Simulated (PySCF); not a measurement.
Consider C$_{5}$H$_{10}$BN (SMILES CN1BC=CCC1).

The calculation's input:

```
{"job": {"kind": "uv", "xc": "PBE0", "basis": "def2-SVPD", "nstates": 8, "ntriplets": 3}, "charge": 0, "multiplicity": 1}
C      2.222777     0.405550    -0.101152
N      0.783002     0.336630    -0.089880
B     -0.065719     1.430561    -0.095849
C     -1.592664     1.129130    -0.165366
C     -2.038049    -0.093494     0.108776
C     -1.081796    -1.191199     0.476966
C      0.267116    -1.017147    -0.218912
H      2.626502    -0.032918    -1.020514
H      2.538128     1.444187    -0.041185
H      2.646234    -0.140845     0.748635
H      0.376193     2.515406    -0.038115
H     -2.312914     1.902262    -0.402217
H     -3.091343    -0.348908     0.125704
H     -1.493767    -2.167426     0.213742
H     -0.937772    -1.176731     1.563680
H      0.987029    -1.721186     0.212722
H      0.160044    -1.261843    -1.286944
```

Run with:

```sh
OMP_NUM_THREADS=1 python probes_run.py task.json out
```

Geometry: GFN2-xTB.

Computed with PBE0/def2-SVPD, SCF density, gas phase (PySCF 2.14.0).

> What can the converged electron density and electron localisation function tell about the bonding?

C–C (1.33 Å): ρ is about 2.3 e/Å³ halfway; the ELF peaks at about 0.95 between the atoms; a multiple bond.
B–N (1.38 Å): ρ is about 2 e/Å³ halfway; the ELF peaks at about 0.90 between the atoms: a short, strongly polar bond.
C–N (1.44 Å): ρ is about 2 e/Å³ halfway; the ELF peaks at about 0.95 between the atoms; a shared electron pair.
C–B (1.56 Å): the density is about 1.4 e/Å³ at the midpoint; the ELF peaks at about 1 between the atoms: a shared electron pair.

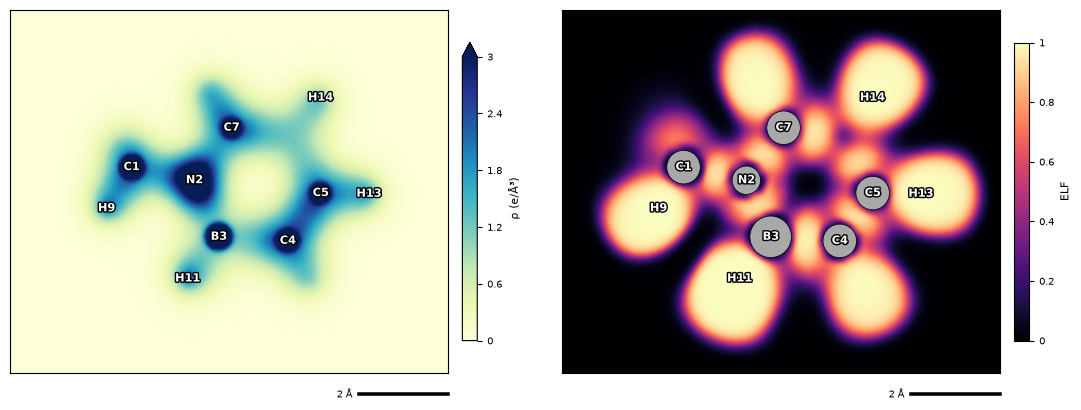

Computed electron density and electron localisation function on the plane of atoms C1, N2 and B3, in this order. Grey discs cover the atomic cores in the ELF map. 
